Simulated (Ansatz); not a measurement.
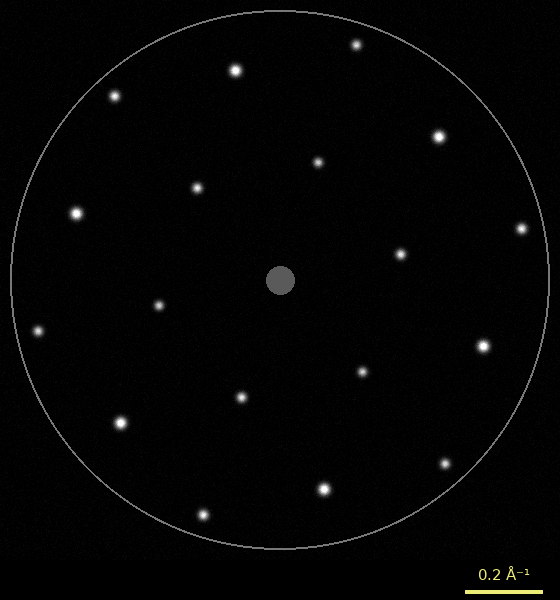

Simulated LEED pattern at 110 eV and normal incidence, from the upper face of a slab model. Spot positions follow from the surface net; brightness is a rough single-scattering estimate from the outer layers, good only for telling present from absent.

> What surface net do the spots show?

The spots form a hexagonal reciprocal net with shortest vectors 0.321 and 0.321 Å⁻¹ at 60.0°. The primitive real-space mesh has edges 3.60 and 3.60 Å at 60.0° (or its supplement) and area 11.2 Å².

The slab has composition Be2Si (6 atoms a cell, 3.8 Å thick). Structure: coordinates from a relaxation with DFT PBE+D3(BJ), scalar-relativistic, plane waves, PAW in Ansatz 0.2.0; the starting structure was generated, so it need not be a known form of this composition.

```
Be Si
1.0
     3.59505    0.00000    0.00000
    -1.79752    3.11340    0.00000
     0.00000    0.00000   33.10388
Be Si
4 2
Cartesian
  0.0000 0.0000 8.9047
  0.0000 2.0756 8.2763
  1.7975 1.0378 10.0953
  0.0000 2.0756 10.7237
  1.7975 1.0378 7.6199
  0.0000 0.0000 11.3801
```
